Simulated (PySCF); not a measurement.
Molecule: C₄H₇F₃Si, SMILES C=CC[SiH2]C(F)(F)F. Atoms near the plane z = 0.0 Å, at the GFN2-xTB optimised geometry (x, y, z in Å): C1 (2.3, -1.7, -1.0), C2 (1.7, -1.2, 0.0), C3 (1.1, 0.2, 0.0), Si4 (-0.8, 0.2, 0.0), C5 (-1.3, 2.1, 0.0), F6 (-0.9, 2.7, -1.1), F7 (-0.8, 2.8, 1.1), F8 (-2.6, 2.3, 0.0), H9 (2.6, -2.8, -1.0), H11 (1.5, -1.7, 0.9), H12 (1.5, 0.7, -0.9), H13 (1.5, 0.7, 0.9).

Calculation: PySCF with PBE0/def2-TZVP. Cells within 0.4 Å of a nucleus heavier than hydrogen are left out (blank, or x). The values are rescaled to run from 0 to 1.

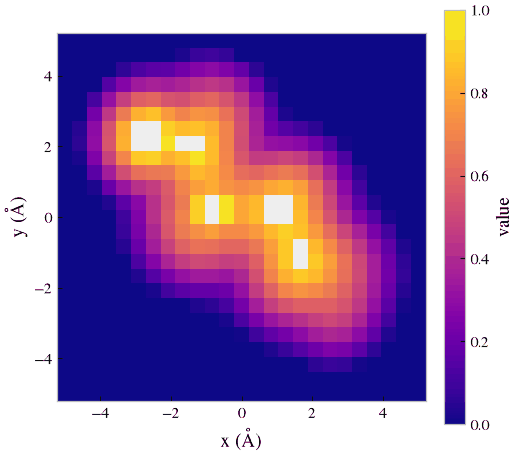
*a field on the plane z = 0.0 Å.*

### Question
Which quantity is mapped?
(A) log10 of the electron density
(B) Laplacian of the electron density
(C) electron localisation function
(D) an orbital amplitude

### Answer
A, log10 of the electron density. In full: log10 of the electron density (e/bohr³), floored at −4.
